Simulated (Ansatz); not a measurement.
BF₂H₂Si (doublet)

The calculation's input:

```
crystal:
  periodic: [false, false, false]
  atoms:
    - {symbol: B, position_ang: [0.500328, -0.449454, 0.898100]}
    - {symbol: F, position_ang: [1.501711, -1.313724, 1.013606]}
    - {symbol: F, position_ang: [0.209696, 0.285792, 1.964881]}
    - {symbol: Si, position_ang: [-0.593304, -0.346158, -0.760700]}
    - {symbol: H, position_ang: [-1.418006, 0.864673, -0.971412]}
    - {symbol: H, position_ang: [-0.007646, -0.881510, -2.010116]}
basis:
  gaussian: {orbitals: def2-TZVPD}
magnetization: {spin_polarized: true, initial_magnetization: 1}
hamiltonian: {xc: pbe0}
output: {forces: true, orbitals: {seedname: orbitals}}
```

Run with:

```sh
ansatz run input.yaml --threads 2 --pin off --max-ram 4350MiB --events-out events.jsonl --progress --plain --runs-dir runs
```

Geometry: B3LYP-D3(BJ)/6-311G**.

The calculation used isolated molecule in a Gaussian basis; Kohn-Sham density functional theory, functional PBE0 (Ansatz 0.2.0).

Q: What will maps of the electron density, electron localisation function and spin density show?

A: B–F (1.33 Å): ρ is about 2.2 e/Å³ halfway; the ELF peaks at about 0.85 between the atoms (a polar covalent bond).
Si–B (1.99 Å): the density is about 0.82 e/Å³ at the midpoint; the ELF peaks at about 1 between the atoms: a shared electron pair.
The unpaired spin (1 electron) lies mostly on Si4 (about 0.8) and B1 (about 0.1), in electrons by Hirshfeld's partition.

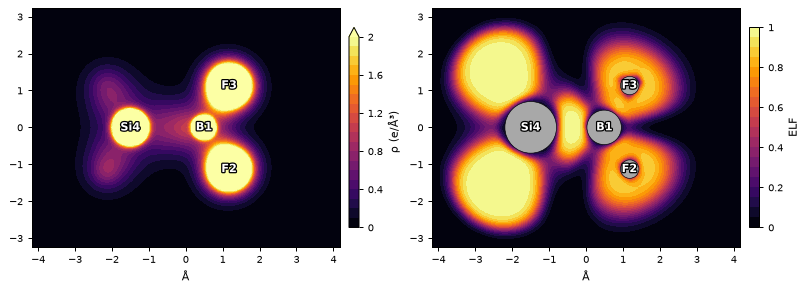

Computed electron density and electron localisation function on the plane of atoms F3, B1 and Si4, in this order. Grey discs cover the atomic cores in the ELF map. 
